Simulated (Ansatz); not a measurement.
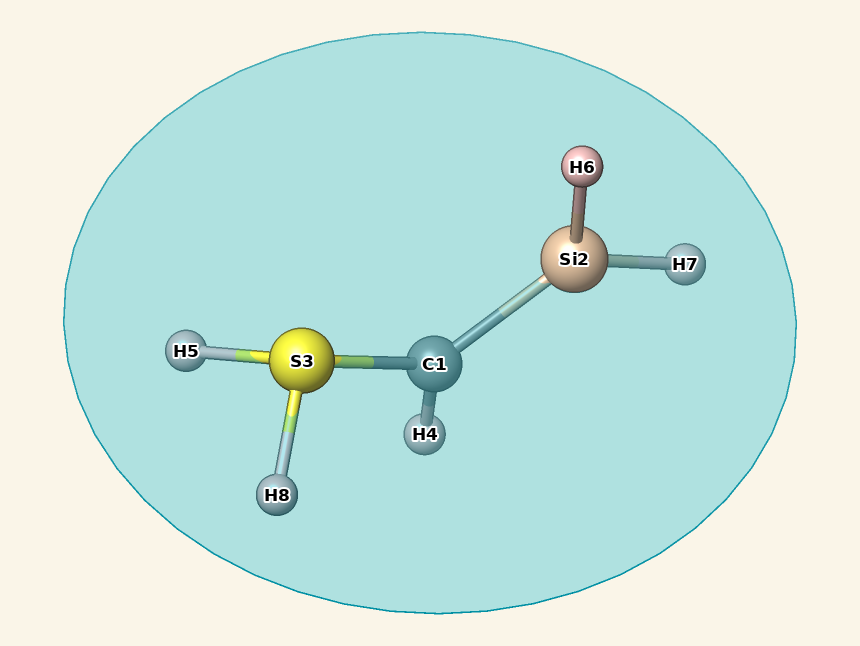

A disc through the centre of mass is drawn in. Distant atoms are faded towards the background colour. State: charge +1, singlet. The computed structure is the end point of a PBE-D4/def2-SVP optimisation. No frequency run is at hand to confirm it as a minimum.

Is the plane of the disc a mirror plane of the structure?

Answer. No. The point group is Cs, with 1 mirror plane, and this plane isn't one of its mirror planes.
